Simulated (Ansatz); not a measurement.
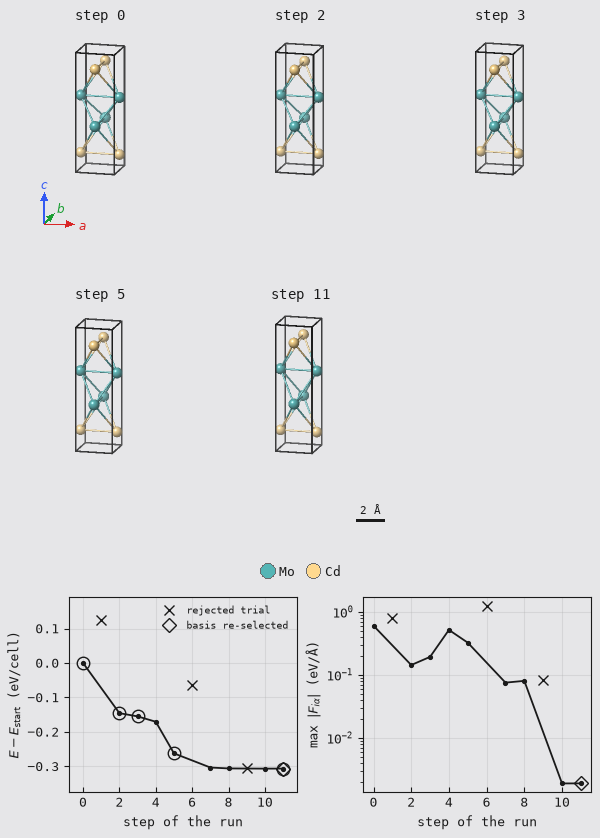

Frames of a relaxation of crystalline CdMo (a generated structure, set up in P4/nmm), marked on the history of the run. A ball-and-stick model of the cell of the calculation, seen slightly off an axis.

These are results of Ansatz, DFT, PAW plane waves, PBE, not measurements.

Input file:
```yaml
crystal:
  lattice:
    - [2.919676, 0.0, 0.0]
    - [0.0, 2.919676, 0.0]
    - [0.0, 0.0, 9.002334]
  atoms:
    - { symbol: Mo, position: [0.0, 0.5, 0.608] }
    - { symbol: Mo, position: [0.5, 0.0, 0.392] }
    - { symbol: Cd, position: [0.0, 0.5, 0.13] }
    - { symbol: Cd, position: [0.5, 0.0, 0.87] }
  symmetry: { tolerance: 0.0003 }
kpoints:
  mp_grid: { grid: [6, 6, 2], shift: [0, 0, 0] }
magnetization:
  spin_polarized: false
scf:
  occupations: { method: fermi_dirac, width: 0.05 }
hamiltonian:
  pseudopotentials: { kind: paw }
  xc: pbe
basis:
  ecutwfc: "550 eV"
output:
  forces: true
  stress: true
  eigenvalues: true
relax:
  max_steps: 40
  cell: {}
```

Run as
```bash
ansatz run input.yaml --threads 1 --pin off --max-ram 2560MiB --backend cpu --events-out ev --progress --plain --runs-dir out
```

Question: What happens along the run?

Answer: After 7 accepted moves (11 points after the start) the energy has fallen by 0.307 eV per cell of the calculation. The largest force component goes from 0.6 to 0.0019 eV/Å. The pressure goes from −6.70 to 0.01 GPa. The line search rejected the trial steps at points 1, 6, 9 of the run. At 1 point the geometry stayed and the basis and grid were re-selected for the new cell (energy shift of 0.1 meV per cell of the calculation at most each time). The largest moves relative to the cell, 0.097 Å, are those of Mo1 and Mo2. Mo1 goes along +c. Largest moves by element: Mo 0.097 Å, Cd 0.053 Å. The volume changes by −6.3 %, with a = b 2.920 → 2.747 Å (−5.9 %), c 9.002 → 9.530 Å (+5.9 %). Near-neighbour distances that change, for instance: Mo1–Mo1 2.920 → 2.747 Å, Cd3–Cd3 2.920 → 2.747 Å, Mo1–Mo2 2.836 → 2.974 Å, Cd3–Cd4 3.121 → 3.232 Å. The space group stays P4/nmm (No. 129). From step 0 to 2: Cd atoms move most (0.07 Å), volume −4.0 %, energy −0.146 eV per cell of the calculation. From step 2 to 3: volume −1.1 %, energy −9.4 meV per cell of the calculation. From step 3 to 5: Mo atoms move most (0.07 Å), volume −2.7 %, energy −0.107 eV per cell of the calculation. From step 5 to 11: Cd atoms move most (0.04 Å), volume +1.5 %, energy −44.2 meV per cell of the calculation.

```tsv
step	E − E(0), meV/atom	largest force component, eV/Å	pressure, GPa	volume, Å³/atom	note
0	0.00	0.6024	-6.70	19.185	
1	30.86	0.7977	14.17	16.998	rejected
2	-36.42	0.1432	-1.01	18.410	
3	-38.76	0.1930	0.53	18.199	
4	-42.66	0.5170	0.94	18.116	
5	-65.60	0.3242	3.12	17.711	
6	-16.29	1.2548	6.18	17.364	rejected
7	-75.87	0.0752	0.17	17.932	
8	-76.53	0.0803	-0.17	17.998	
9	-76.27	0.0826	0.29	17.895	rejected
10	-76.67	0.0019	0.01	17.972	
11	-76.65	0.0019	0.01	17.972	same geometry, new basis
```
